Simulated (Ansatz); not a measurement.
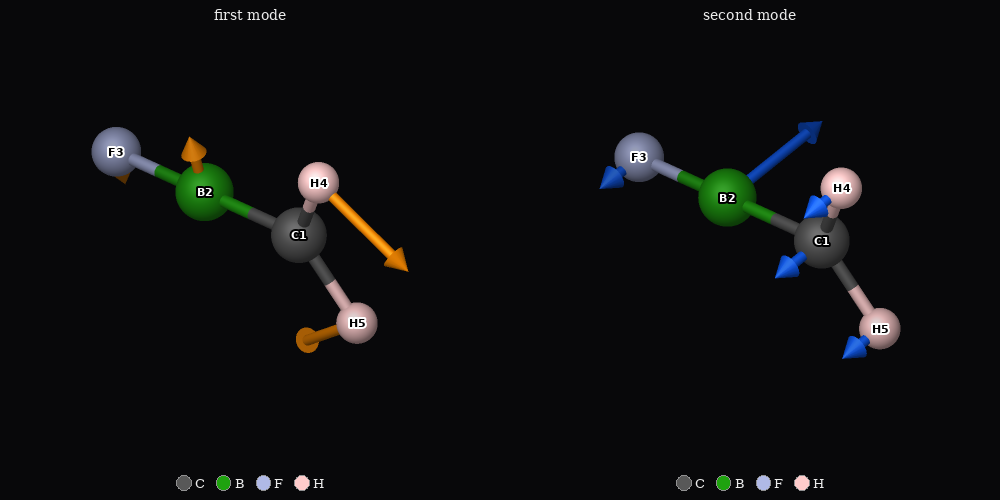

The system is CH₂BF, SMILES C=BF; the picture shows the reference structure; its two panels give the patterns of the first and the second mode as arrows. The first coordinate is: normal mode 1 (321 cm⁻¹); the second: normal mode 2 (410 cm⁻¹). Nothing is relaxed (straight displacements along the two mass-weighted modes). The grid has 9 × 9 points; 25 points were computed and 56 follow by symmetry. Points are written as (first, second). All energies are given in eV relative to the lowest grid point. Computed with RKS wB97M-V/def2-TZVP (Ansatz 0.2.0).

Its coordinates:

```xyz
5

C    -0.3500    0.3799   -0.2673
B     0.4784   -0.5193    0.3655
F     1.2523   -1.3593    0.9566
H    -0.8094    1.1994    0.2678
H    -0.5713    0.2993   -1.3226
```

Range: normal mode 1 (321 cm⁻¹) from −0.92 to 0.92 amu½·Å; normal mode 2 (410 cm⁻¹) from −0.985 to 0.985 amu½·Å.

Q: What landscape does the calculation give?

A: The lowest grid point is at (0.00 amu½·Å, 0.000 amu½·Å). No other kind of well shows on this grid. The highest grid point, (−0.92 amu½·Å, −0.985 amu½·Å), lies 0.790 eV above the lowest.

```csv
"normal mode 2 (410 cm⁻¹) ↓, normal mode 1 (321 cm⁻¹) →",−0.92,−0.69,−0.46,−0.23,0.00,0.23,0.46,0.69,0.92
0.985,0.790,0.548,0.420,0.367,0.353,0.367,0.420,0.548,0.790
0.738,0.612,0.374,0.251,0.199,0.187,0.199,0.251,0.374,0.612
0.492,0.494,0.260,0.140,0.091,0.079,0.091,0.140,0.260,0.494
0.246,0.427,0.196,0.078,0.030,0.019,0.030,0.078,0.196,0.427
0.000,0.405,0.176,0.058,0.011,0.000,0.011,0.058,0.176,0.405
−0.246,0.427,0.196,0.078,0.030,0.019,0.030,0.078,0.196,0.427
−0.492,0.494,0.260,0.140,0.091,0.079,0.091,0.140,0.260,0.494
−0.738,0.612,0.374,0.251,0.199,0.187,0.199,0.251,0.374,0.612
−0.985,0.790,0.548,0.420,0.367,0.353,0.367,0.420,0.548,0.790
```

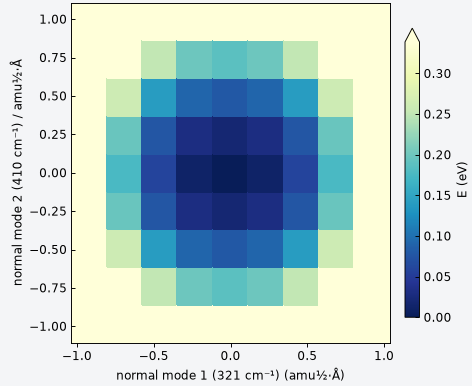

The picture shows one coloured cell a grid point, one colour for all values above the top of the scale.

Each point was launched as `ansatz run input.yaml --threads 1 --pin off --max-ram 2560MiB --backend cpu --events-out ev --progress --plain --runs-dir out`. The whole map (25 points run) took 4.2 min on 1 thread of Arm Neoverse V2 (shared host).
